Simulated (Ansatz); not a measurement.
CH₇OSi: several calculations on one system

**1. Relaxation**

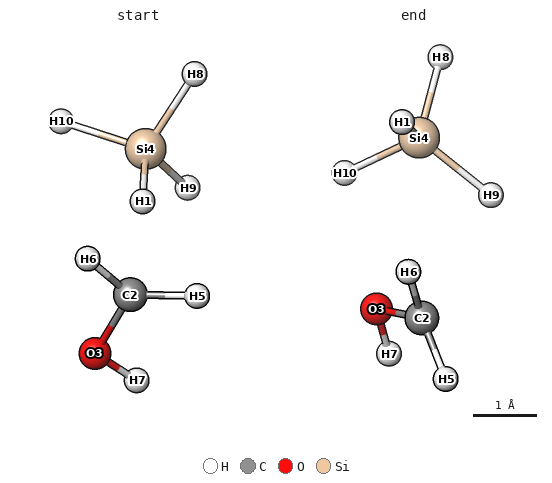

The structure of CH7OSi (multiplicity 2) (started from a transition state, displaced along its imaginary mode) before (left) and after (right) a relaxation, at one scale.

A ball-and-stick model, seen from a free direction.

Method: UKS PBE0-D4/def2-TZVP in Ansatz.

Input file:
```yaml
crystal:
  periodic: [false, false, false]
  atoms:
    - {symbol: H, position_ang: [-0.065262, -0.152057, 0.462819]}
    - {symbol: C, position_ang: [0.134268, 1.576851, -0.588005]}
    - {symbol: O, position_ang: [0.659125, 1.103323, -1.727404]}
    - {symbol: Si, position_ang: [-0.126358, -1.404897, 0.969928]}
    - {symbol: H, position_ang: [-0.930163, 1.816094, -0.513113]}
    - {symbol: H, position_ang: [0.850237, 1.988481, 0.120762]}
    - {symbol: H, position_ang: [-0.034264, 0.725594, -2.274878]}
    - {symbol: H, position_ang: [-0.871439, -1.354928, 2.258464]}
    - {symbol: H, position_ang: [-0.846061, -2.338776, 0.056971]}
    - {symbol: H, position_ang: [1.229918, -1.959786, 1.234455]}
basis:
  gaussian: {orbitals: def2-TZVP}
magnetization: {spin_polarized: true, initial_magnetization: 1}
hamiltonian: {xc: pbe0, dispersion: d4}
relax: {f_tol: 0.005, max_steps: 200}
```

Run as
```bash
ansatz run in.yaml --threads 4 --pin off --events-out ev --progress --plain --max-ram 9574MiB
```

What changed between the two?

Answer. Over 70 accepted moves (80 points after the start) the energy falls by 44.0 kJ/mol. The largest force component goes from 3.3 to 0.0029 eV/Å. The line search rejected the trial steps at points 11, 17, 23, 45, 51, 54, 55, 68 and more of the run. The forces were under the threshold at step 52, but the run went on from there. H5 moves most after the best rigid fit: 1.41 Å. By element the largest moves are H 1.41 Å, O 0.76 Å, C 0.47 Å, Si 0.19 Å. Near-neighbour distances that change, for instance: H1–Si4 1.353 → 1.483 Å, C2–O3 1.341 → 1.357 Å, C2–H5 1.094 → 1.083 Å, Si4–H10 1.489 → 1.484 Å. The run took 2.7 min on 4 threads of Arm Neoverse V2 (shared host).

**2. Relaxation**

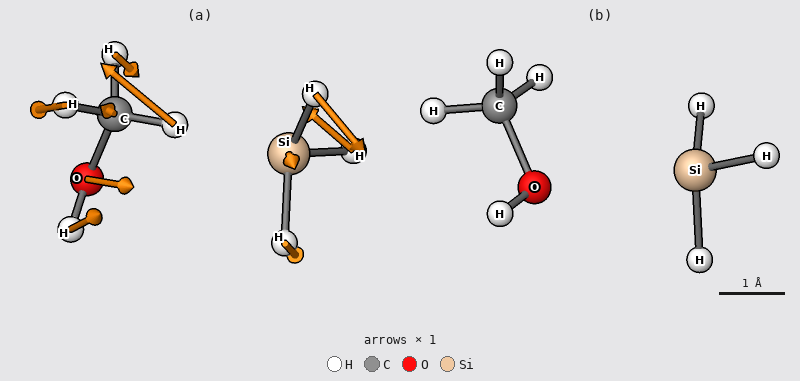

The structure of CH7OSi (multiplicity 2) (started from a transition state, displaced along its imaginary mode) before (left) and after (right) a relaxation, at one scale. The orange arrows give the displacements, at their true length.

Style: ball-and-stick. Shown from a free direction.

These are results of Ansatz, UKS PBE0-D4/def2-TZVP, not measurements.

The input:
```yaml
crystal:
  periodic: [false, false, false]
  atoms:
    - {symbol: H, position_ang: [0.001699, 0.341941, 0.128930]}
    - {symbol: C, position_ang: [0.095346, 1.231720, -0.389370]}
    - {symbol: O, position_ang: [0.641476, 1.092963, -1.689565]}
    - {symbol: Si, position_ang: [-0.131137, -1.418029, 0.986259]}
    - {symbol: H, position_ang: [-0.883453, 1.756600, -0.455892]}
    - {symbol: H, position_ang: [0.793707, 1.917652, 0.131050]}
    - {symbol: H, position_ang: [-0.022957, 0.710987, -2.269742]}
    - {symbol: H, position_ang: [-0.877601, -1.352954, 2.273316]}
    - {symbol: H, position_ang: [-0.852565, -2.327788, 0.052182]}
    - {symbol: H, position_ang: [1.235485, -1.953193, 1.232831]}
basis:
  gaussian: {orbitals: def2-TZVP}
magnetization: {spin_polarized: true, initial_magnetization: 1}
hamiltonian: {xc: pbe0, dispersion: d4}
relax: {f_tol: 0.005, max_steps: 200}
```

Launched with:
```bash
ansatz run in.yaml --threads 4 --pin off --events-out ev --progress --plain --max-ram 9574MiB
```

Question: Summarise the run.

Answer: The largest moves after the best rigid fit, 1.53 Å, are those of H1 and H5. By element the largest moves are H 1.53 Å, O 1.19 Å, Si 0.39 Å, C 0.38 Å. Near-neighbour distances that change, for instance: H1–Si4 1.962 → 3.557 Å, H1–C2 1.034 → 1.096 Å, C2–H6 1.109 → 1.090 Å, C2–H5 1.113 → 1.095 Å. Bond angles that change, for instance: H9–Si4–H10 109.2° → 111.9°, O3–C2–H6 104.4° → 106.9°, O3–C2–H5 109.3° → 111.8°. The energy falls by 63.3 kJ/mol in 44 accepted moves (46 points after the start). The largest force component goes from 4.6 to 0.0037 eV/Å. The line search rejected the trial steps at points 4, 20 of the run. The forces were under the threshold at step 36, but the run went on from there. The run took 98 s on 4 threads of Arm Neoverse V2, on a shared host.

**3. Reaction**

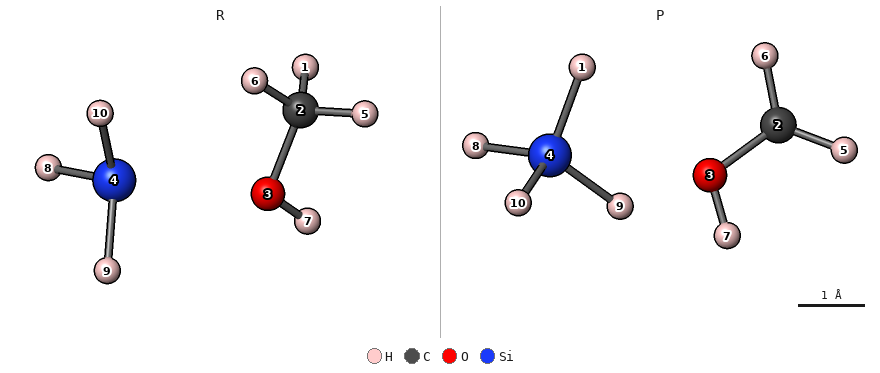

Reactant (R) and product (P) of one elementary step of CH$_{7}$OSi (multiplicity 2). The picture is a ball-and-stick view, seen at a tilt.

Stationary points at PBE0-D4/def2-TZVP, single-point energies with CCSD(T)/CBS, r2SCAN-D4, wB97X-V, B97M-V (def2-TZVPP where no basis is named; Ansatz 0.2.0). The energies are electronic, without zero-point or thermal terms, and both ends are the minima reached downhill from the saddle, with any fragments still in contact. CCSD(T)/CBS stands for a frozen-core estimate: MP2 correlation extrapolated from def2-TZVPP and def2-QZVPP, CCSD(T) minus MP2 from the smaller set.

R:
```xyz
10

H    -0.4454    1.7899    0.3057
C     0.2664    1.5505   -0.4926
O     0.0015    0.2939   -1.0823
Si   -0.3690   -1.7129    0.9167
H     0.2582    2.3573   -1.2335
H     1.2635    1.4931   -0.0568
H    -0.8736    0.3166   -1.4770
H    -0.8620   -2.6079    2.0061
H    -0.0548   -2.5227   -0.2874
H     0.8153   -0.9580    1.4013
```

P:
```xyz
10

H     0.2405   -0.1564    1.7796
C    -0.1265    1.7974   -0.9220
O     0.5757    0.6524   -1.1186
Si   -0.0742   -1.4621    1.1513
H    -0.5273    2.3242   -1.7795
H     0.1252    2.3142   -0.0080
H     0.3449    0.2727   -1.9703
H    -0.3994   -2.4428    2.2223
H    -1.2525   -1.3337    0.2580
H     1.0936   -1.9660    0.3872
```

Q: Predict the saddle point between them and the barrier.

A: Counted by bonded pieces, R holds CH₄O + SiH₃ and P holds CH₃O + SiH₄. From R over the saddle to P, a bond forms: H1–Si4 (3.56 → 1.66 → 1.48 Å). A bond breaks: H1–C2 (1.10 → 1.53 → 3.35 Å). The saddle has one imaginary mode, 1144i cm⁻¹. With CCSD(T)/CBS the barrier is 0.89 eV from R and 0.58 eV from P, and P lies 0.31 eV above R.

| level | barrier from R (eV) | barrier from P (eV) | P less R (eV) |
| --- | --- | --- | --- |
| CCSD(T)/CBS | 0.89 | 0.58 | 0.31 |
| r2SCAN-D4 | 0.68 | 0.39 | 0.29 |
| wB97X-V | 0.80 | 0.56 | 0.24 |
| B97M-V | 0.70 | 0.38 | 0.32 |

Against CCSD(T)/CBS, wB97X-V comes closest on the barrier from R (−0.10 eV) and r2SCAN-D4 misses most (−0.21 eV).

Saddle geometry:

```xyz
10

H    -0.0318    0.0949    0.2959
C     0.1148    1.4043   -0.4887
O     0.6503    1.0981   -1.7085
Si   -0.1287   -1.4115    0.9781
H    -0.9068    1.7863   -0.4845
H     0.8220    1.9531    0.1259
H    -0.0286    0.7183   -2.2723
H    -0.8745   -1.3539    2.2659
H    -0.8493   -2.3333    0.0546
H     1.2327   -1.9565    1.2336
```

The saddle point in the same view, with dashed sticks for the bonds that form or break:

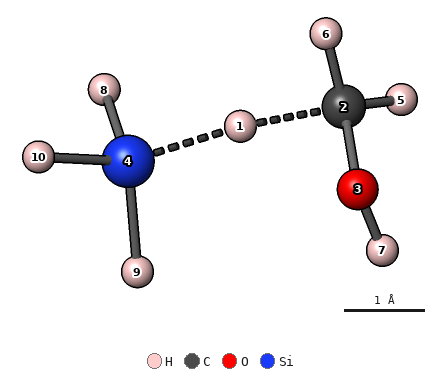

Limits of the set-up: the start holds two separate molecules, 2.9 Å apart at their closest, whose relative position is a soft coordinate.
